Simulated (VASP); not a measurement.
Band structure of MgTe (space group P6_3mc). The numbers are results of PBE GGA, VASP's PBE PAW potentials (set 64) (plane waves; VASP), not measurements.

Unless said otherwise, spin-orbit coupling is left out, though it shifts the bands of the heavy elements here.

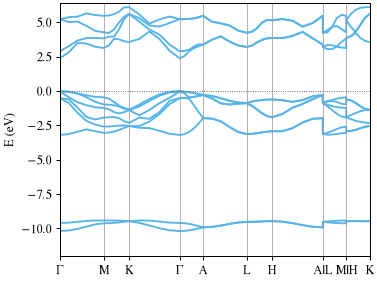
Fig. 1. Bands along high-symmetry lines, zero at the valence-band maximum or, without a gap, the Fermi level

**Question.** Read the plot: is there a gap, and where are the band edges?

**Answer.** The gap is direct, 2.37 eV, from the valence maximum at Γ to the conduction minimum at Γ.

The structure comes from a computed database's MgTe entry; how it stands against other phases isn't given here. The cell was not relaxed at this level.
